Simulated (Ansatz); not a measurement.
# Ru(0001) with 2 thermally displaced layers, 2x2: scattering by thermal displacements, part 2 of 2

Wanted: the phonon-limited resistivity of Ru at 180 K by the Landauer route.

Ansatz 0.2.0; Ansatz plane-wave DFT, PBE, PAW files; ballistic transport by layer matching (Landauer), zero bias; PAW set soft_1.

So far. Step 3 (With 6 displaced layers): Over the solved energies the transmission per spin lies between 4.86 and 5.22, out of 5.5 channels of the lead on average (up to 6.06).

**4. With 10 displaced layers**

System of this step: Ru(0001) with 10 thermally displaced layers, 2x2. The cell holds 80 atoms: 80 Ru. Cell: a = 5.412 Å, b = 5.412 Å, c = 42.819 Å, α = 90.0°, β = 90.0°, γ = 120.0°. It derives from Ru. Regions: lead, 40 atoms (40 Ru); scattering region, 40 atoms (40 Ru). The structure is stacked along c, and the current runs across the ab planes.

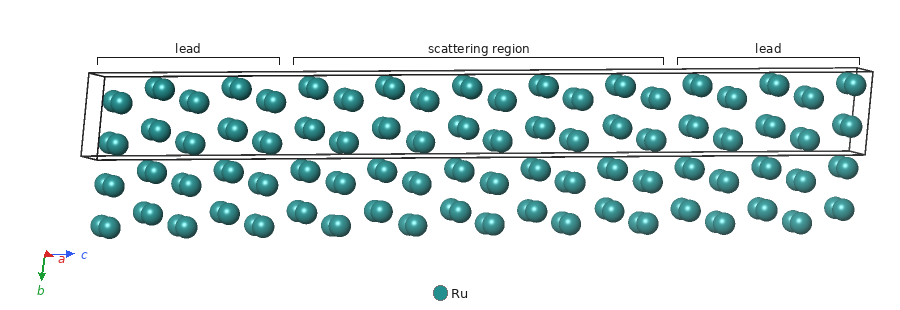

The cell of this step (ruthenium teal). 1×2×1 cells are drawn.

The input, input.yaml:

```yaml
crystal:
  lattice:
    - [5.4116, 0.0, 0.0]
    - [-2.7058, 4.6865830751, 0.0]
    - [0.0, 0.0, 42.819]
  atoms:
    - { symbol: Ru, position: [0.1666666667, 0.3333333333, 0.025] }
    - { symbol: Ru, position: [0.1666666667, 0.8333333333, 0.025] }
    - { symbol: Ru, position: [0.6666666667, 0.3333333333, 0.025] }
    - { symbol: Ru, position: [0.6666666667, 0.8333333333, 0.025] }
    - { symbol: Ru, position: [0.3333333333, 0.1666666667, 0.075] }
    - { symbol: Ru, position: [0.3333333333, 0.6666666667, 0.075] }
    - { symbol: Ru, position: [0.8333333333, 0.1666666667, 0.075] }
    - { symbol: Ru, position: [0.8333333333, 0.6666666667, 0.075] }
    - { symbol: Ru, position: [0.1666666667, 0.3333333333, 0.125] }
    - { symbol: Ru, position: [0.1666666667, 0.8333333333, 0.125] }
    - { symbol: Ru, position: [0.6666666667, 0.3333333333, 0.125] }
    - { symbol: Ru, position: [0.6666666667, 0.8333333333, 0.125] }
    - { symbol: Ru, position: [0.3333333333, 0.1666666667, 0.175] }
    - { symbol: Ru, position: [0.3333333333, 0.6666666667, 0.175] }
    - { symbol: Ru, position: [0.8333333333, 0.1666666667, 0.175] }
    - { symbol: Ru, position: [0.8333333333, 0.6666666667, 0.175] }
    - { symbol: Ru, position: [0.1666666667, 0.3333333333, 0.225] }
    - { symbol: Ru, position: [0.1666666667, 0.8333333333, 0.225] }
    - { symbol: Ru, position: [0.6666666667, 0.3333333333, 0.225] }
    - { symbol: Ru, position: [0.6666666667, 0.8333333333, 0.225] }
    - { symbol: Ru, position: [0.3301104933, 0.1685910381, 0.2749882193] }
    - { symbol: Ru, position: [0.32981219, 0.6619098665, 0.2752745127] }
    - { symbol: Ru, position: [0.8347590663, 0.1660644552, 0.2748428545] }
    - { symbol: Ru, position: [0.824552121, 0.6635179512, 0.275855203] }
    - { symbol: Ru, position: [0.1609357634, 0.3240091373, 0.3259459321] }
    - { symbol: Ru, position: [0.1764673354, 0.8469863536, 0.3250443123] }
    - { symbol: Ru, position: [0.659391014, 0.3239576661, 0.325938415] }
    - { symbol: Ru, position: [0.6784201804, 0.8280165503, 0.324541306] }
    - { symbol: Ru, position: [0.3339883788, 0.1612889366, 0.3748082122] }
    - { symbol: Ru, position: [0.3319927703, 0.6679098879, 0.3757760722] }
    - { symbol: Ru, position: [0.8364327657, 0.1726179856, 0.3747023579] }
    - { symbol: Ru, position: [0.8282477872, 0.6528184541, 0.3739721909] }
    - { symbol: Ru, position: [0.1692197443, 0.3295112323, 0.425411078] }
    - { symbol: Ru, position: [0.1739904411, 0.841897069, 0.4255754938] }
    - { symbol: Ru, position: [0.6720091597, 0.3326100942, 0.4245050141] }
    - { symbol: Ru, position: [0.6609830838, 0.830172518, 0.4241991102] }
    - { symbol: Ru, position: [0.329963064, 0.1660671434, 0.4751783575] }
    - { symbol: Ru, position: [0.3252031952, 0.6542079395, 0.4749487616] }
    - { symbol: Ru, position: [0.838109057, 0.1736902701, 0.4754096242] }
    - { symbol: Ru, position: [0.8273799543, 0.6619791296, 0.4764252306] }
    - { symbol: Ru, position: [0.1768411639, 0.3451946487, 0.5265094764] }
    - { symbol: Ru, position: [0.1633257876, 0.835828529, 0.5253247759] }
    - { symbol: Ru, position: [0.6715602402, 0.3368429617, 0.5251432283] }
    - { symbol: Ru, position: [0.6627778562, 0.8236023963, 0.5248827538] }
    - { symbol: Ru, position: [0.3295483775, 0.1674832708, 0.5746685755] }
    - { symbol: Ru, position: [0.3394548704, 0.6719714084, 0.5752188194] }
    - { symbol: Ru, position: [0.8354076453, 0.1672686356, 0.5746825743] }
    - { symbol: Ru, position: [0.8308056515, 0.6634566162, 0.5752750283] }
    - { symbol: Ru, position: [0.1686281916, 0.3370980643, 0.6240581754] }
    - { symbol: Ru, position: [0.1691762511, 0.8283937331, 0.6244794973] }
    - { symbol: Ru, position: [0.6637348668, 0.3296845745, 0.6252063668] }
    - { symbol: Ru, position: [0.6599830504, 0.8264068647, 0.6244004449] }
    - { symbol: Ru, position: [0.3408353197, 0.1669533056, 0.6741723854] }
    - { symbol: Ru, position: [0.3283417791, 0.6565895837, 0.6762685508] }
    - { symbol: Ru, position: [0.8263331433, 0.1697673073, 0.6753853541] }
    - { symbol: Ru, position: [0.8261728835, 0.6686114068, 0.6757068546] }
    - { symbol: Ru, position: [0.1701344438, 0.3350238046, 0.7256727759] }
    - { symbol: Ru, position: [0.1686585787, 0.8355121909, 0.7249101794] }
    - { symbol: Ru, position: [0.6671619098, 0.3272364613, 0.7255612487] }
    - { symbol: Ru, position: [0.6603007188, 0.8262697195, 0.7252589101] }
    - { symbol: Ru, position: [0.3333333333, 0.1666666667, 0.775] }
    - { symbol: Ru, position: [0.3333333333, 0.6666666667, 0.775] }
    - { symbol: Ru, position: [0.8333333333, 0.1666666667, 0.775] }
    - { symbol: Ru, position: [0.8333333333, 0.6666666667, 0.775] }
    - { symbol: Ru, position: [0.1666666667, 0.3333333333, 0.825] }
    - { symbol: Ru, position: [0.1666666667, 0.8333333333, 0.825] }
    - { symbol: Ru, position: [0.6666666667, 0.3333333333, 0.825] }
    - { symbol: Ru, position: [0.6666666667, 0.8333333333, 0.825] }
    - { symbol: Ru, position: [0.3333333333, 0.1666666667, 0.875] }
    - { symbol: Ru, position: [0.3333333333, 0.6666666667, 0.875] }
    - { symbol: Ru, position: [0.8333333333, 0.1666666667, 0.875] }
    - { symbol: Ru, position: [0.8333333333, 0.6666666667, 0.875] }
    - { symbol: Ru, position: [0.1666666667, 0.3333333333, 0.925] }
    - { symbol: Ru, position: [0.1666666667, 0.8333333333, 0.925] }
    - { symbol: Ru, position: [0.6666666667, 0.3333333333, 0.925] }
    - { symbol: Ru, position: [0.6666666667, 0.8333333333, 0.925] }
    - { symbol: Ru, position: [0.3333333333, 0.1666666667, 0.975] }
    - { symbol: Ru, position: [0.3333333333, 0.6666666667, 0.975] }
    - { symbol: Ru, position: [0.8333333333, 0.1666666667, 0.975] }
    - { symbol: Ru, position: [0.8333333333, 0.6666666667, 0.975] }
kpoints:
  mp_grid: { grid: [5, 5, 1] }
hamiltonian:
  xc: pbe
  pseudopotentials: { kind: paw, azcp: { folder: soft_1 } }
scf:
  occupations: { method: fermi_dirac, width: 0.1 }
output:
  transmission:
    leads: [[0, 8]]
    kmesh: [10, 10]
    e_range: [-0.05, 0.05]
    de: 0.05
  write_potential: true
  write_density: true
  volumetric_format: npy
```

Launch:

```console
$ ansatz run input.yaml --threads 4 --pin off --max-ram 15360MiB --backend cpu --events-out ev --progress --plain --runs-dir out
```

Numbers of over 12 decimals in the logs are rounded to 6 here.

Log:

```text
[...]
Crystal: 80 atoms, lattice volume = 1085.972 Å³
Basis set: ecut = 420 eV, 21185 PW (Γ)
Bands: 768, of which v1, the nominal top of the filled ones, is band 640 counted from 1 (639 counted from 0)
Symmetry: 1 space group operations
[...]
k-points: 13 of 25 (time reversal used)
[...]
SCF iter   1: F=—  HF=-470347.891432 eV  |F-HF|=—  |Δ(HF+E_count)|=         —  Δρ=1.22e-1  dr2=1.56e2  ethr=3.10e-3  ⟨swp⟩=5.0  Hψ=32532  notcnv=0  defer=24
[...]
SCF iter   9: F=-470298.407836 eV  HF=-470298.407836 eV  |F-HF|=1.08e-8  |Δ(HF+E_count)|=   5.36e-9  Δρ=7.21e-7  dr2=1.32e-8  ethr=7.81e-12  ⟨swp⟩=2.0  Hψ=18210  notcnv=0
SCF 1 converged in 9 iterations: F = -470298.407836 eV  dr2 = 1.32e-8
[...]
transmission: 422 of 4212 steps passed
transmission: 845 of 4212 steps passed
[...]
transmission: 4212 of 4212 steps passed
SCF converged after 9 iterations
Free energy (F): -470298.407836 eV
[...]
Internal energy: -470295.847356 eV  (E = F + TS)
E sigma→0 (E₀):  -470297.127596 eV
Entropy (-TS):   -2.560479 eV (-32.006 meV/atom)
Fermi energy:    23.359202 eV
[...]
--- Band table (eV; the first three rows and the last of 13) ---
  k-point 0: bands = [... 636 lower, 24.2412, 24.2499, 24.3820, 24.3836, 24.3897, 24.4034, 24.4123, 24.4151, ... 124 higher]
  k-point 1: bands = [... 636 lower, 23.5975, 23.6097, 23.6294, 23.8161, 23.8236, 23.8307, 23.8355, 23.8751, ... 124 higher]
  k-point 2: bands = [... 636 lower, 23.1379, 23.1455, 23.1521, 23.1701, 23.1871, 23.1987, 23.2803, 23.2940, ... 124 higher]
  k-point 12: bands = [... 636 lower, 23.1705, 23.3003, 23.3229, 23.3301, 23.3389, 23.3486, 23.3626, 23.3788, ... 124 higher]
--- Transmission ---
  basis      : 223 plane waves across, 81 finite elements along
  points     : 52, standing for a mesh of 10 x 10
[...]
channels       : 5.280000e0 a spin
[...]
junction   : crystal 0 to crystal 0, 0.70 to 39.24 Å
    transmission   : 4.631965e0 a spin
[...]
```

Elapsed: 29 min, on 4 threads of Arm Neoverse V1, shared host; peak memory 8.4 GiB; 1.8 h of CPU time.

This step gave:

```yaml
free_energy: -470298.4078 eV
energy_at_zero_smearing: -470297.1276 eV
fermi_energy: 23.36 eV
transmission_per_spin_nearest_the_fermi_level: 4.632
step_of_the_lead_s_potential: 2.6 meV
```

Per spin. Table of transmission, zone mean by energy, zero at the Fermi level:

```
energy (eV)  transmission, zone mean
    -0.0500                     4.64
     0.0000                     4.63
     0.0500                     4.87
```

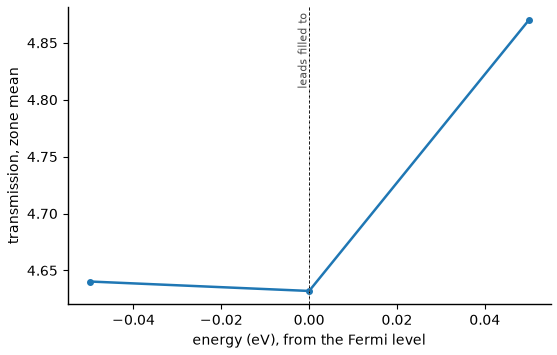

Transmission, zone mean, plotted against energy.

Over the solved energies the transmission per spin lies between 4.63 and 4.87, out of 5.44 channels of the lead on average (up to 5.88).

**5. The fit**

This step: Ansatz plane-wave DFT, PBE, PAW files; ballistic transport by layer matching (Landauer), zero bias; resistivity from the slope of the area resistance; PAW set soft_1 (Ansatz 0.2.0).

Numbers from this step:

```
resistivity           : 4.659 µΩ cm
intercept             : -0.004447 fΩ m²
scatter about the fit : 0.003722 fΩ m²
```

Resistance, by row:

```
run  length (Å)      T  channels N  RA (fΩ m²)
 n2       4.282  5.211        5.32     0.01287
 n6       12.85  4.991         5.5     0.06066
n10       21.41  4.714        5.44     0.09266
```

Table of area resistance by length of the displaced region:

```
length of the displaced region (Å)  area resistance (fΩ m²)
                              4.28                   0.0129
                             12.85                   0.0607
                             21.41                   0.0927
```

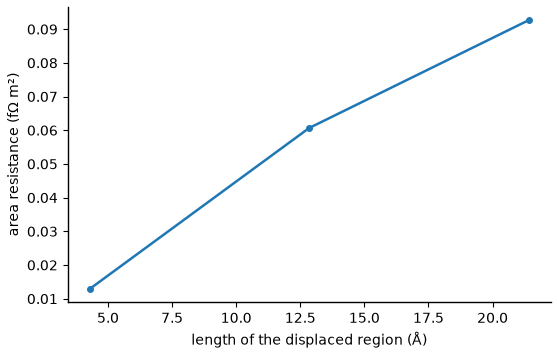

Area resistance, plotted against length of the displaced region.

The area resistance goes from 0.013 to 0.093 fΩ m² between 4.3 and 21.4 Å, a slope of 4.7 µΩ cm.

By hand from the end points: (0.09266 − 0.01287) fΩ m² / (21.41 − 4.28) Å = 4.7 µΩ cm, since 1 fΩ m² per Å is 1000 µΩ cm.

**6. Results**

* resistivity from the slope: 4.66 µΩ cm
* area resistance over 4.28 Å: 0.0129 fΩ m²
* area resistance over 12.8 Å: 0.0607 fΩ m²
* area resistance over 21.4 Å: 0.0927 fΩ m²

In words: The slope gives 4.7 µΩ cm. The points scatter by 0.0037 fΩ m² about the line, with one random draw a length in a 2x2 cell, so the slope is a rough value. The mean square of the displacements drawn is 0.69, 0.93 and 0.79 of the nominal one at the three lengths; with each resistance scaled back by that, the slope is 5.7 µΩ cm, the value used below. The lead's own channel count moves between the runs (5.32, 5.5 and 5.44), which shifts RA and the slope too. Read with a model of isotropic scattering on a spherical Fermi surface and the lead's 1.6×10¹⁵ S/m², this slope means a mean free path near 93 Å; over these lengths the model's slope is 1.15 times its bulk resistivity, which would be 5.0 µΩ cm. This far under the Debye temperature the model doesn't describe a real metal: frozen displacements count zero-point motion as scattering and turn electrons through all angles, while in the metal the short-wave phonons freeze out.

[Logs are printed without paths, hosts, clocks, repeated set-up lines and the standing remarks that a program may print on its own settings, such as how far it seeks lower states.]

[Hosts, paths, dates, database ids (printed as entryN), source tags and the programs' standing remarks are cut or masked in the printed files.]
